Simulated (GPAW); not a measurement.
## How Ir absorbs and reflects light

Aim: the dielectric function of Ir, and the optical constants that follow from it. The cell comes from an older database entry, whose edges can differ from later determinations, mostly by under a per cent.

Method: DFT, PBE, plane-wave PAW (GPAW data sets), scalar-relativistic, RPA, optical limit, in GPAW 26.7.0.

The database entry behind the starting cell differs from later determinations by our own check (0.1 to 0.3 % short, probably kX units), so it need not match the best structure at ambient conditions.

## Step 1: Set-up

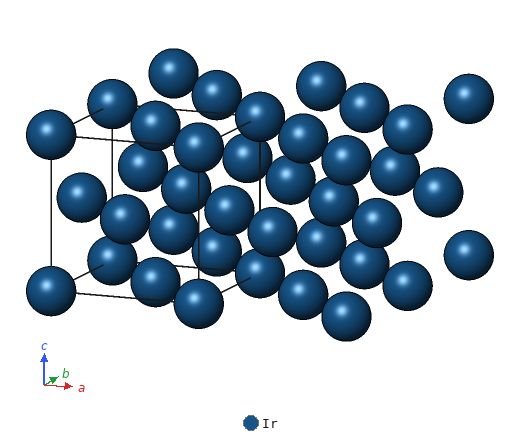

The cell as given, slightly off an axis (iridium blue). 2×2×1 cells are drawn. This picture shows the conventional cell, with its axes. Some periodic images of atoms are drawn too.

## Step 2: Ground state

First the ground state: is it a metal or has it a gap?

This step: DFT, PBE, plane-wave PAW (GPAW data sets), scalar-relativistic, ground state (GPAW 26.7.0).

gs.py reads:

```python
from ase import Atoms
from ase.dft.bandgap import bandgap
from gpaw import GPAW, PW, FermiDirac

atoms = Atoms(['Ir'],
              cell=[[0.000000000000, 1.915600000000, 1.915600000000],
                    [1.915600000000, 0.000000000000, 1.915600000000],
                    [1.915600000000, 1.915600000000, 0.000000000000]],
              scaled_positions=[[0.000000000000, 0.000000000000, 0.000000000000]],
              pbc=[True, True, True])
atoms.calc = GPAW(mode=PW(500), xc='PBE', kpts={'size': (10, 10, 10), 'gamma': True},
                  occupations=FermiDirac(0.05), maxiter=150, txt='gs.txt')
print('energy (eV)', atoms.get_potential_energy())
print('Fermi level (eV)', atoms.calc.get_fermi_level())
print('valence electrons', atoms.calc.get_number_of_electrons())
print('gap (eV)', bandgap(atoms.calc, output=None)[0])
print('direct gap (eV)', bandgap(atoms.calc, direct=True, output=None)[0])
atoms.calc.write('gs.gpw')
```

Run with:

```console
> OMP_NUM_THREADS=1 python gs.py
```

Numbers of over 12 decimals in the logs are rounded to 6 here.

Output:

```text
__  _  _
 | _ |_)|_||  |
 |__||  | ||/\| - 26.7.0

Versions:
  Python: 3.12.14
  ASE:    3.29.0
  Numpy:  2.5.5
  Scipy:  1.18.1
  Libxc:  7.0.0

Input parameters:
  mode=PW(ecut=500.0),
  kpts=MonkhorstPack(size=(10, 10, 10), gamma=True),
  maxiter=150,
  occupations=Occupations(name='fermi-dirac', width=0.05, fixmagmom=False),
  xc=XC(name='PBE')

Diagonalizing LCAO Hamiltonian
Converting LCAO to pw mode

       Ir

Atoms  # Å, Bohr magnetons
|   | symbol |        x |        y |        z |    initial magnetic moments |
| 0 |     Ir | 0.000000 | 0.000000 | 0.000000 | ( 0.0000,  0.0000,  0.0000) |

Unit cell  # Å
| periodic |        x |        y |        z |  lengths |    angles |
|      yes | 0.000000 | 1.915600 | 1.915600 | 2.709068 | 60.000000 |
|      yes | 1.915600 | 0.000000 | 1.915600 | 2.709068 | 60.000000 |
|      yes | 1.915600 | 1.915600 | 0.000000 | 2.709068 | 60.000000 |

Number of symmetries: 48
Symmetry operations  # r_c * U_cc + t_c -> r_c
|    | kind |            matrix            |
|  0 |  σ   |  1, 0, 0,  1, 0,-1,  1,-1, 0 |
|  1 |  C2  |  1, 0, 0,  1,-1, 0,  1, 0,-1 |
|  2 |  E   |  1, 0, 0,  0, 1, 0,  0, 0, 1 |
|  3 |  σ   |  1, 0, 0,  0, 0, 1,  0, 1, 0 |
|  4 |  C4  |  1, 0,-1,  1, 0, 0,  1,-1, 0 |
|  5 |  S6  |  1, 0,-1,  1,-1, 0,  1, 0, 0 |
|  6 |  σ   |  1, 0,-1,  0, 1,-1,  0, 0,-1 |
|  7 |  C3  |  1, 0,-1,  0, 0,-1,  0, 1,-1 |
|  8 |  S6  |  1,-1, 0,  1, 0, 0,  1, 0,-1 |
|  9 |  C4  |  1,-1, 0,  1, 0,-1,  1, 0, 0 |
| 10 |  C3  |  1,-1, 0,  0,-1, 1,  0,-1, 0 |
| 11 |  σ   |  1,-1, 0,  0,-1, 0,  0,-1, 1 |
| 12 |  σ   |  0, 1, 0,  1, 0, 0,  0, 0, 1 |
| 13 |  C4  |  0, 1, 0,  0, 1,-1, -1, 1, 0 |
| 14 |  C3  |  0, 1, 0,  0, 0, 1,  1, 0, 0 |
| 15 |  S6  |  0, 1, 0, -1, 1, 0,  0, 1,-1 |
| 16 |  C2  |  0, 1,-1,  1, 0,-1,  0, 0,-1 |
| 17 |  σ   |  0, 1,-1,  0, 1, 0, -1, 1, 0 |
| 18 |  S4  |  0, 1,-1,  0, 0,-1,  1, 0,-1 |
| 19 |  C4  |  0, 1,-1, -1, 1, 0,  0, 1, 0 |
| 20 |  C3  |  0, 0, 1,  1, 0, 0,  0, 1, 0 |
| 21 |  σ   |  0, 0, 1,  0, 1, 0,  1, 0, 0 |
| 22 |  S6  |  0, 0, 1,  0,-1, 1, -1, 0, 1 |
| 23 |  C4  |  0, 0, 1, -1, 0, 1,  0,-1, 1 |
| 24 |  S4  |  0, 0,-1,  1, 0,-1,  0, 1,-1 |
| 25 |  C3  |  0, 0,-1,  0, 1,-1,  1, 0,-1 |
| 26 |  C2  |  0, 0,-1,  0,-1, 0, -1, 0, 0 |
| 27 |  S6  |  0, 0,-1, -1, 0, 0,  0,-1, 0 |
| 28 |  S4  |  0,-1, 1,  1,-1, 0,  0,-1, 0 |
| 29 |  C4  |  0,-1, 1,  0, 0, 1, -1, 0, 1 |
| 30 |  C2  |  0,-1, 1,  0,-1, 0,  1,-1, 0 |
| 31 |  σ   |  0,-1, 1, -1, 0, 1,  0, 0, 1 |
| 32 |  C3  |  0,-1, 0,  1,-1, 0,  0,-1, 1 |
| 33 |  S6  |  0,-1, 0,  0, 0,-1, -1, 0, 0 |
| 34 |  S4  |  0,-1, 0,  0,-1, 1,  1,-1, 0 |
| 35 |  C2  |  0,-1, 0, -1, 0, 0,  0, 0,-1 |
| 36 |  C2  | -1, 1, 0,  0, 1, 0,  0, 1,-1 |
| 37 |  S6  | -1, 1, 0,  0, 1,-1,  0, 1, 0 |
| 38 |  S4  | -1, 1, 0, -1, 0, 1, -1, 0, 0 |
| 39 |  C3  | -1, 1, 0, -1, 0, 0, -1, 0, 1 |
| 40 |  S6  | -1, 0, 1,  0, 0, 1,  0,-1, 1 |
| 41 |  C2  | -1, 0, 1,  0,-1, 1,  0, 0, 1 |
| 42 |  C3  | -1, 0, 1, -1, 1, 0, -1, 0, 0 |
| 43 |  S4  | -1, 0, 1, -1, 0, 0, -1, 1, 0 |
| 44 |  C2  | -1, 0, 0,  0, 0,-1,  0,-1, 0 |
| 45 |  i   | -1, 0, 0,  0,-1, 0,  0, 0,-1 |
| 46 |  σ   | -1, 0, 0, -1, 1, 0, -1, 0, 1 |
| 47 |  C2  | -1, 0, 0, -1, 0, 1, -1, 1, 0 |

BZ-sampling:
  Number of BZ points: 1000
  Number of IBZ points: 47

  Monkhorst-Pack size: [10, 10, 10]
  Monkhorst-Pack shift: [0.05, 0.05, 0.05]

K-points  # in reciprocal-cell coordinates
|     |                                coordinates |     weight |
|   0 | (  0.00000000,   0.00000000,   0.00000000) | 0.00100000 |
|   1 | (  0.10000000,   0.10000000,   0.00000000) | 0.00600000 |
|   2 | (  0.10000000,   0.10000000,   0.10000000) | 0.00800000 |
|   3 | (  0.20000000,   0.10000000,   0.10000000) | 0.01200000 |
|   4 | (  0.20000000,   0.20000000,   0.00000000) | 0.00600000 |
|   5 | (  0.20000000,   0.20000000,   0.10000000) | 0.02400000 |
|   6 | (  0.20000000,   0.20000000,   0.20000000) | 0.00800000 |
|   7 | (  0.30000000,   0.20000000,   0.10000000) | 0.02400000 |
|   8 | (  0.30000000,   0.20000000,   0.20000000) | 0.02400000 |
|   9 | (  0.30000000,   0.30000000,   0.00000000) | 0.00600000 |
| ... |                                            |            |
|  46 | (  0.50000000,   0.50000000,   0.50000000) | 0.00400000 |

Plane wave coefficients: 368
Cutoff: 500.0 eV

Spin-components: 1 (collinear spins)
Bands:           12
Projectors:      6
Spin-degeneracy: 2
Datatype:        complex128

Parallelization:
  kpt:    1
  domain: 1
  band:   1

Density:
  Valence electrons: 15.0
  Components: 1
  Grid points: [14 14 14]
  Charge: 0.0  # |e|

Potential:
  Grid points: [14 14 14]

species:
  Ir:
    name:    Iridium
    id:
    Z:       77.0
    valence: 15
    core:    62
    charge:  0.0  # [|e|]
    compensation charges:
      type: gauss
      rc: 0.40  # [Å]
      lmax: 2
    cutoffs:
      filter: 2.40  # [Å]
      core: 2.36  # [Å]
    projectors
    | kind |    occ | energy [eV] | rcut [Å] |
    |   6s |  2.000 |      -6.307 |    1.296 |
    |   5p |  6.000 |     -54.741 |    1.328 |
    |   6p |  0.000 |      -1.224 |    1.328 |
    |   5d |  7.000 |      -7.169 |    1.286 |
    |    s |        |      20.905 |    1.296 |
    |    d |        |      20.043 |    1.286 |

    Using partial waves for Ir as LCAO basis

Reference energy: -484484.849336  # eV

eigensolver:
  PPCG
  Converge bands: occupied
  niter=2

density mixing:
  MSR1-Mixer
  Pratt-step length: 0.05
  Maximum mixing coefficient: 0.75
  Old densities: 10
  SVD Regularization: 0.005
  Good broyden scale: 1.0
  Trust region scale: 1.0
  Backstep threshold: 4.0
  History deletion threshold: 6.0
  Fourier metric: weight=20.0, sigma=0.015

occupation numbers:
  Fermi-Dirac:
    width: 0.0500  # eV

poisson solver:
  ecut: 4000.0  # eV

xc functional:
  name: PBE with 2 nearest neighbor stencil

convergence criteria:
- Maximum [total energy] change in last 3 cyles: 0.0005 eV / valence electron
- Maximum integral of absolute [dens]ity change: 0.0001 electrons / valence electron
- Maximum integral of absolute [eigenst]ate change: 4e-08 eV^2 / valence electron
maximum number of iterations: 150

SCF iterations
|iter     |      energy | eigst |  dens |
|iter:   1||   -9.430522 | +0.22 |       |
|iter:   2||   -9.419624 | -2.02 | -1.46 |
|iter:   3||   -9.373263 | -2.02 | -1.50 |
|iter:   4||   -9.377347 | -3.26 | -2.10 |
|iter:   5||   -9.381456 | -3.12 | -2.36 |
|iter:   6||   -9.381473c| -5.07 | -3.48 |
|iter:   7||   -9.381478c| -5.81 | -3.82 |
|iter:   8||   -9.381478c| -7.87c| -4.87c|

Converged in 8 steps
SCF loop duration: 3.643 s (0.455 s/step)
Energy contributions relative to reference atoms: (reference = -484484.849336)

Energy contributions:
  Kinetic:           7.331403
  Coulomb:          -6.613002
  Zero:             -0.222018
  External:          0.000000
  Xc:               -9.873480
  Entropy:          -0.008761
  Spinorbit:         0.000000
  ----------------------------
  Free energy:      -9.385858
  Extrapolated:     -9.381478

dipole moment: (-13.908499, -13.908499, -13.908499)  # |e|*Ang

Fermi level: 15.145
Eigenvalues  # (at kpt = [0.000, 0.000, 0.000])
| band index |      eig [eV] | occ [0-2] |
|          0 |       -34.381 |     2.000 |
|          1 |       -34.381 |     2.000 |
|          2 |       -34.381 |     2.000 |
|          3 |         3.948 |     2.000 |
|          4 |        11.161 |     2.000 |
|          5 |        11.161 |     2.000 |
|          6 |        11.161 |     2.000 |
|          7 |        13.871 |     2.000 |
|          8 |        13.871 |     2.000 |
|          9 |        29.180 |     0.000 |
|         10 |        34.702 |     0.000 |
|         11 |        34.702 |     0.000 |

No gap
No difference between direct/indirect transitions

--- standard output ---
energy (eV) -9.381478
Fermi level (eV) 15.144995
valence electrons 15.0
gap (eV) 0.0
direct gap (eV) 0.0
```

Wall time 5.5 s (1 thread of Arm Neoverse V1, shared host); peak memory 0.12 GiB.

Read-outs, printed or worked out from the files:

```
energy       : -9.381 eV
Fermi energy : 15.14 eV
electrons    : 15
```

There are states at the Fermi level within the smearing, so the occupations stay smeared and the carriers get a Drude term.

## Step 3: Bands for the response

The response needs many more empty bands than the density does.

This step: DFT, PBE, plane-wave PAW (GPAW data sets), scalar-relativistic, bands at fixed density (GPAW 26.7.0).

nscf.py reads:

```python
from ase.dft.bandgap import bandgap
from gpaw import GPAW, FermiDirac

calc = GPAW('gs.gpw').fixed_density(kpts={'size': (19, 19, 19), 'gamma': True}, nbands=24, convergence={'bands': 18},
                                    occupations=FermiDirac(0.05), txt='nscf.txt')
print('gap (eV)', bandgap(calc, output=None)[0])
print('direct gap (eV)', bandgap(calc, direct=True, output=None)[0])
print('top band over the Fermi level (eV)', min(calc.get_eigenvalues(kpt=k)[17] for k in range(len(calc.get_ibz_k_points()))) - calc.get_fermi_level())
calc.write('full.gpw', mode='all')
```

Run with:

```console
> OMP_NUM_THREADS=1 python nscf.py
```

Output:

```text
Diagonalizing LCAO Hamiltonian
Converting LCAO to pw mode
convergence criteria:
- Maximum integral of absolute [eigenst]ate change: 4e-08 eV^2 / valence electron
maximum number of iterations: 150

SCF iterations
|iter     |      energy | eigst |  dens |
|iter:   1||             | +2.88 |       |
|iter:   2||             | +0.67 |       |
|iter:   3||             | -1.45 |       |
|iter:   4||             | -3.16 |       |
|iter:   5||             | -4.64 |       |
|iter:   6||             | -6.49 |       |
|iter:   7||             | -7.51c|       |
SCF steps: 7
  __  _  _
 | _ |_)|_||  |
 |__||  | ||/\| - 26.7.0

Versions:
  Python: 3.12.14
  ASE:    3.29.0
  Numpy:  2.5.5
  Scipy:  1.18.1
  Libxc:  7.0.0

Input parameters:
  mode=PW(ecut=500.0),
  convergence={'bands': 18},
  gpts=array([14, 14, 14]),
  kpts=MonkhorstPack(size=(19, 19, 19), gamma=True),
  maxiter=150,
  nbands=24,
  occupations=Occupations(name='fermi-dirac', width=0.05, fixmagmom=False),
  parallel={},
  xc=XC(name='PBE')

--- standard output ---
gap (eV) 0.0
direct gap (eV) 0.0
top band over the Fermi level (eV) 33.037707508801
```

It took 27 s on 1 thread; peak memory 0.17 GiB.

## Step 4: Dielectric function, RPA

Transitions between filled and empty bands, summed over the zone, give the optical response, so mesh, band count and broadening shape it.

The induced potential is part of this response.

This step: DFT, PBE, plane-wave PAW (GPAW data sets), scalar-relativistic, RPA, optical limit (GPAW 26.7.0).

df.py reads:

```python
from gpaw.response.df import DielectricFunction

df = DielectricFunction('full.gpw', frequencies={'type': 'nonlinear', 'domega0': 0.03, 'omega2': 8},
                        ecut=50,
                        eta=0.15,
                        nbands=18,
                        rate=0.05,
                        txt='df.txt')
for direction in ['x']:
    df.get_dielectric_function(xc='RPA', direction=direction, filename=f'df_{direction}.csv')
```

Run with:

```console
> OMP_NUM_THREADS=1 python df.py
```

Output:

```text
Using integrator: PointIntegrator
NonLinearFrequencyDescriptor(from 0.000 to 90.926 eV, 532 points)
Nonperiodic BCs:  [False False False]
Using integrator: PointIntegrator
NonLinearFrequencyDescriptor(from 0.000 to 90.926 eV, 532 points)
Nonperiodic BCs:  [False False False]
Using integrator: PointIntegrator

Calculating chi0 body with:
    Ground state adapter containing:
    Number of spins: 1
    Number of kpoints: 6859
    Number of irreducible kpoints: 220
    Number of completely occupied states: 5
    Number of partially occupied states: 9

    Linear response parametrization:
    q_c: [0.0, 0.0, 0.0]
    Number of frequency points: 532
    Planewave cutoff: 50.0
    Number of bands: 18
    Number of planewaves: 15
    Broadening (eta): 0.15

Integrating chi0 body.

Symmetries of q_c:
    Direct symmetries (Uq -> q): 48
    Indirect symmetries (TUq -> q): 0
In total 48 allowed symmetries.

220 groups of equivalent kpoints. 96.792535% reduction.

Integral kind: spectral function

Calculating chi0 optical extensions with:
    Ground state adapter containing:
    Number of spins: 1
    Number of kpoints: 6859
    Number of irreducible kpoints: 220
    Number of completely occupied states: 5
    Number of partially occupied states: 9

    Linear response parametrization:
    Number of frequency points: 532
    Planewave cutoff: 50.0
    Number of bands: 18
    Number of planewaves: 15
    Broadening (eta): 0.15
Integrating chi0 head and wings.

Symmetries of q_c:
    Direct symmetries (Uq -> q): 48
    Indirect symmetries (TUq -> q): 0
In total 48 allowed symmetries.

220 groups of equivalent kpoints. 96.792535% reduction.

Integral kind: spectral function wings

Calculating drude chi0 with:
    Number of frequency points:532
    Plasma frequency decay rate: 0.05 eV

    Ground state adapter containing:
    Number of spins: 1
    Number of kpoints: 6859
    Number of irreducible kpoints: 220
    Number of completely occupied states: 5
    Number of partially occupied states: 9

Symmetries of q_c:
    Direct symmetries (Uq -> q): 48
    Indirect symmetries (TUq -> q): 0
In total 48 allowed symmetries.

220 groups of equivalent kpoints. 96.792535% reduction.

Integral kind: intraband
Plasma frequency:
[[11.77+0.j  0.  +0.j  0.  -0.j]
 [ 0.  +0.j 11.77+0.j  0.  -0.j]
 [ 0.  +0.j  0.  -0.j 11.77+0.j]]
```

Elapsed: 8.9 s, on 1 thread; peak memory 0.19 GiB.

Sum at mesh points, not converged in k. Table of Im ε, E ∥ x by photon energy; read off at these points:

| photon energy (eV) | Im ε, E ∥ x |
| --- | --- |
| 1.0 | 43.3 |
| 2.0 | 23.8 |
| 2.3 | 27.0 |
| 3.0 | 17.5 |
| 4.0 | 11.7 |
| 5.0 | 5.56 |
| 6.0 | 3.93 |
| 7.0 | 3.37 |
| 8.0 | 2.86 |
| 9.0 | 3.70 |
| 10.0 | 4.91 |
| 11.0 | 4.21 |
| 12.0 | 2.78 |
| 13.0 | 1.96 |

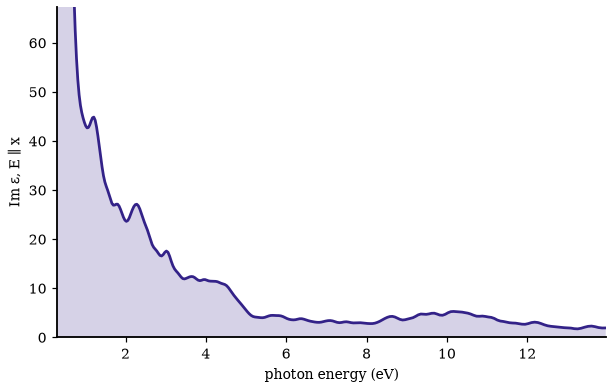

Im ε, E ∥ x against photon energy. Below 1 eV the curve runs off the scale.

Values under 1 per cm are given as 1; sum at mesh points, not converged in k. Absorption coefficient, E ∥ x against photon energy:

| photon energy (eV) | absorption coefficient, E ∥ x (1/cm) |
| --- | --- |
| 1.01 | 1.1e6 |
| 1.99 | 1.2e6 |
| 3.02 | 1.4e6 |
| 3.98 | 1.5e6 |
| 4.98 | 1.7e6 |
| 6.02 | 1.5e6 |
| 6.99 | 1.3e6 |
| 8.03 | 1.1e6 |
| 9.02 | 1.2e6 |
| 10.03 | 1.6e6 |
| 11.03 | 2.0e6 |
| 12.02 | 1.8e6 |
| 13.00 | 1.8e6 |

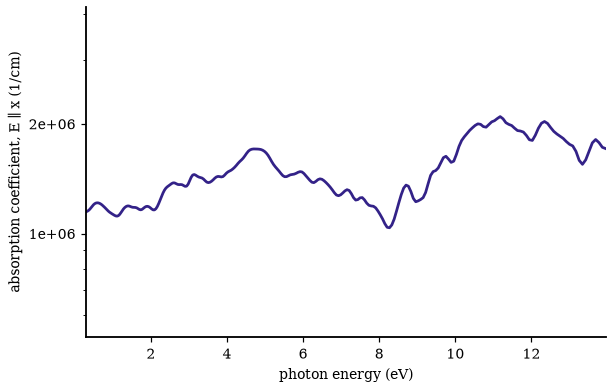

Absorption coefficient, E ∥ x against photon energy.

Sum at mesh points, not converged in k. Im ε, E ∥ x against photon energy; read off at these points:

| photon energy (eV) | without local fields | with local fields |
| --- | --- | --- |
| 1.0 | 43.3 | 43.3 |
| 2.0 | 23.8 | 23.8 |
| 2.3 | 26.9 | 27.0 |
| 3.0 | 17.4 | 17.5 |
| 4.0 | 11.7 | 11.7 |
| 5.0 | 5.52 | 5.56 |
| 6.0 | 3.89 | 3.93 |
| 7.0 | 3.36 | 3.37 |
| 8.0 | 2.85 | 2.86 |
| 9.0 | 3.67 | 3.70 |
| 10.0 | 4.84 | 4.91 |
| 11.0 | 4.12 | 4.21 |
| 12.0 | 2.71 | 2.78 |
| 13.0 | 1.94 | 1.96 |

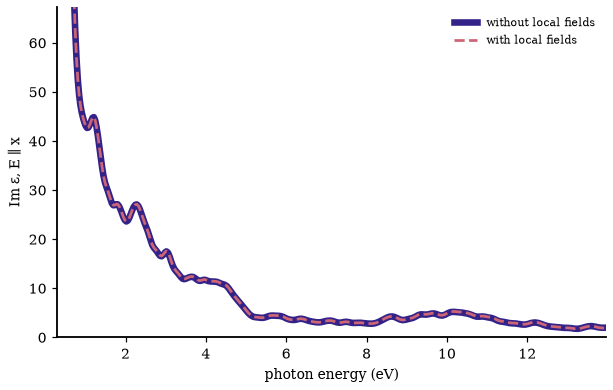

Im ε, E ∥ x against photon energy. Below 1 eV the curve runs off the scale.

The loss function −Im 1/ε at q → 0, E ∥ x has structure finer than the step of the table below, so its rows give means over 1 eV, whole bins alone (the curve runs from 0.305 to 14.0 eV). Peaks (eV: height): 8.1: 0.344, 13.3: 0.477.

Sum at mesh points, not converged in k. Loss function −Im 1/ε at q → 0, E ∥ x against energy loss; means over each step:

| energy loss (eV) | loss function −Im 1/ε at q → 0, E ∥ x |
| --- | --- |
| 1 | 0.00323 |
| 2 | 0.0160 |
| 3 | 0.0277 |
| 4 | 0.0456 |
| 5 | 0.0485 |
| 6 | 0.102 |
| 7 | 0.188 |
| 8 | 0.292 |
| 9 | 0.242 |
| 10 | 0.197 |
| 11 | 0.197 |
| 12 | 0.260 |
| 13 | 0.370 |

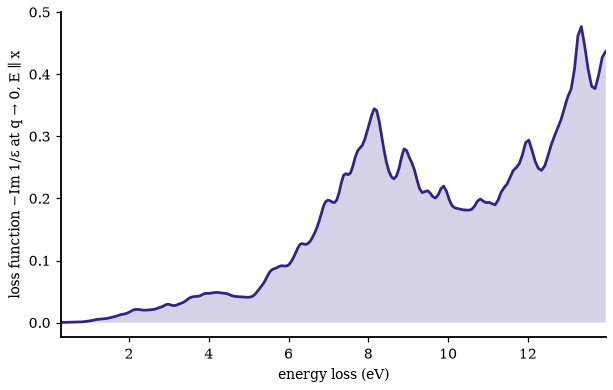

Loss function −Im 1/ε at q → 0, E ∥ x, plotted against energy loss.

The reflectivity at normal incidence, E ∥ x has structure finer than the step of the table below, so its rows give means over 1 eV, whole bins alone (the curve runs from 0.305 to 14.0 eV). Peaks (eV: height): 5.1: 77.1, 11.3: 45.7, 12.4: 44.4.

Sum at mesh points, not converged in k. The reflectivity at normal incidence, E ∥ x by photon energy; means over each step:

| photon energy (eV) | reflectivity at normal incidence, E ∥ x (%) |
| --- | --- |
| 1 | 93.5 |
| 2 | 81.1 |
| 3 | 75.6 |
| 4 | 68.5 |
| 5 | 73.6 |
| 6 | 62.2 |
| 7 | 49.3 |
| 8 | 32.1 |
| 9 | 28.6 |
| 10 | 34.2 |
| 11 | 42.6 |
| 12 | 41.0 |
| 13 | 37.5 |

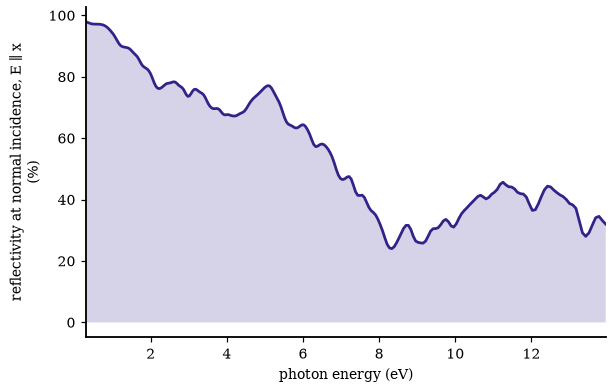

Reflectivity at normal incidence, E ∥ x against photon energy.

From ε follow the optical constants at some laser and lamp lines:

| wavelength (nm) | n | k | R (%) | 1/α |
| --- | --- | --- | --- | --- |
| 1550 | 1.87 | 14.518 | 96.6 | 8.5 nm |
| 1064 | 2.33 | 9.533 | 90.8 | 8.9 nm |
| 800 | 2.00 | 7.519 | 87.8 | 8.5 nm |
| 633 | 2.04 | 5.961 | 81.8 | 8.5 nm |
| 450 | 1.83 | 4.884 | 77.1 | 7.3 nm |
| 405 | 1.87 | 4.609 | 74.6 | 7.0 nm |
| 248 | 0.84 | 3.309 | 76.6 | 6.0 nm |

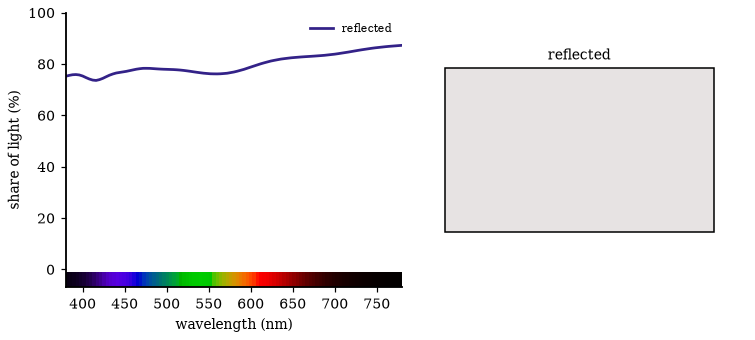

Light reflected across the visible range, with the colour that it makes of daylight (sRGB).

In reflection the computed colour is near white: x = 0.316, y = 0.329, luminous reflectivity 78 %.

## Step 5: Outcome

What this shows: At this level (PBE, RPA) Ir is a metal. The mesh is too coarse to trust the carriers' weight, the reflectivity or the colour to better than tens of per cent. In reflection the computed colour is near white: x = 0.316, y = 0.329, luminous reflectivity 78 %. The carriers' damping of 0.05 eV is typed, not computed; it shapes the response at the lowest energies. Spin-orbit coupling is left out although heavy atoms are present. In this version of GPAW the matrix elements of the optical limit are incomplete, which can lower ε − 1 by up to a tenth where first-row anions or d states rule, and shift it by more in d metals. GPAW's carrier term has the form −ωp²/(ω + i·rate)², which damps like twice the rate and fails at low energy, so the curves leave the lowest energies out. The sum runs over mesh points 0.15 Å⁻¹ apart with no interpolation, so peaks are partly noise of the mesh, and the Drude plasma energy, a sum over the Fermi surface, isn't converged.

[Machine, clock and banner lines and Python warnings are left out of the logs.]

[Logs are printed without paths, hosts, clocks, repeated set-up lines and the standing remarks that a program may print on its own settings, such as how far it seeks lower states.]

[Hosts, paths, dates, database ids (printed as entryN), source tags and the programs' standing remarks are cut or masked in the printed files.]
